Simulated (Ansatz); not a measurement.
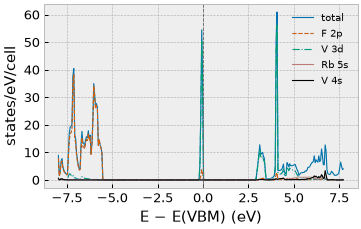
Total and projected density of states of RbVF₃ (cubic perovskite, space group No. 221), r²SCAN in the plane-wave PAW code Ansatz

**Question.** Which orbitals carry the states next to the gap?

**Answer.** Top 1 eV of the valence band: V 3d 93 %, F 2p 7 %. Bottom 1 eV of the conduction band: V 3d 84 %. Projections are on Löwdin-orthogonalised atomic valence shells; empty p or d shells of many metals are not among them.

Space group Pm-3m (cubic perovskite). The first step of the workflow began from a Materials Project structure, measured or hypothetical; the Crystallography Open Database files this formula in space group No. 221, but the cells were not matched. Its standing as an ambient phase is unchecked. Symmetry was held in the r²SCAN relaxation, as lowered by the spin order; whether a distortion lowers the energy is not shown. Spin order of the final state: antiferromagnetic, chosen from 3 collinear starts compared on coarse meshes (ties went to the first, and starts can fall back to one state), not a proven ground state. Other orbital occupations within this spin state were not tried. No Hubbard U is applied. Spin–orbit coupling is left out wherever it is not named.

Potentials: the later of the program's two PAW sets.
